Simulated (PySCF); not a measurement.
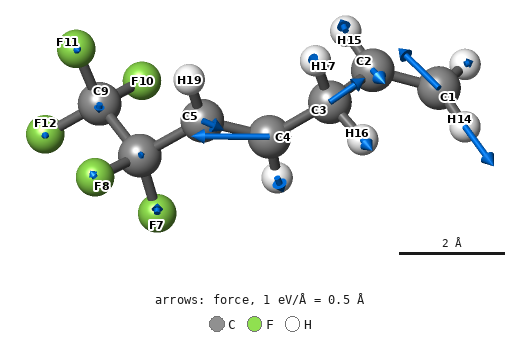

Starting geometry of C$_{7}$H$_{7}$F$_{5}$ with the computed forces as blue arrows. Style: ball-and-stick. Shown from a free direction.

The start comes from GFN2-xTB. Its atoms were then displaced at random by about 0.01 Å.

All numbers below come from PBE0-D3(BJ)/def2-SVP geometry optimisation, gas phase in PySCF 2.14.0, density-fitted response routines. 

**What follows when this structure is relaxed?**

It isn't relaxed: the largest force vector, on a C atom, is 3.01 eV/Å. The final displacements follow the starting forces only in part (cosine between the two patterns 0.33). The largest move after the best rigid fit is that of an F atom, 0.099 Å. Largest moves by element: F 0.099 Å, H 0.089 Å, C 0.044 Å. Near-neighbour distances that change, for instance: C–H 1.040 → 1.095 Å, C–C 1.442 → 1.496 Å, C–C 1.355 → 1.333 Å, C–C 1.565 → 1.543 Å. Among the angles between lasting bonds that change: C–C–H 112.1° → 109.6°, C–C–H 121.7° → 119.4°, C–C–H 119.0° → 121.3°. The energy falls by 0.204 eV in 6 geometry steps.
